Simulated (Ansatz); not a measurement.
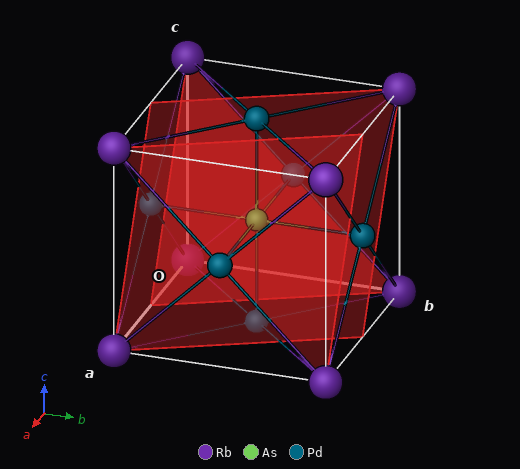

Every member of one family of equally spaced planes, hx + ky + lz = a whole number, that cuts the unit cell is shaded (one member passes through the origin O, touching the cell only at an edge or corner). Crystal: RbAsPd3, the geometry relaxed with Ansatz 0.2.0, DFT PBE, scalar-relativistic, plane waves, PAW; the starting structure was generated, so it need not be a known form of this composition. Geometry calculated from the standardised cell; symmetry tolerance 0.002 Å.

a = 4.864 Å, b = 4.864 Å, c = 4.864 Å, α = 90.00°, β = 90.00°, γ = 90.00°.

Index the planes.

Answer. (2 1 1); the opposite sign names the same planes. The member next to the origin meets the axes a at 1/2, b at 1, c at 1.

What is the spacing?

Answer. d = 1.986 Å.

Which atoms of the cell lie in these planes (within 0.03 Å)?

Answer. The Rb atom, the As atom, 1 of the 3 Pd.

The space group is Pm-3m, No. 221. How many reflections hkl are equivalent to this one (itself included), and does it occur?

Answer. 24 reflections are equivalent in the Laue class m-3m. The space group allows the reflection.
